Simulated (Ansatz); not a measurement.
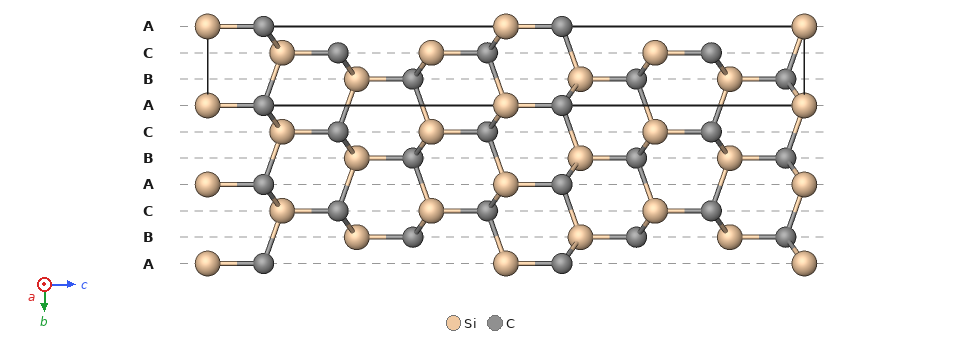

Projection along an edge of the hexagonal mesh, stacking direction c to the right. The dashed lines mark the three columns A (0, 0), B (1/3, 2/3) and C (2/3, 1/3). The sequence starts with the first layer at or above the cell's origin.

SiC: coordinates from a relaxation with Ansatz, DFT, r2SCAN, plane waves, PAW.

> List the layers of one repeat.

Si(A) – C(A) – Si(C) – C(C) – Si(B) – C(B) – Si(C) – C(C) – Si(A) – C(A) – Si(B) – C(B) – Si(C) – C(C) – Si(B) – C(B) (16 layers in 20.14 Å).
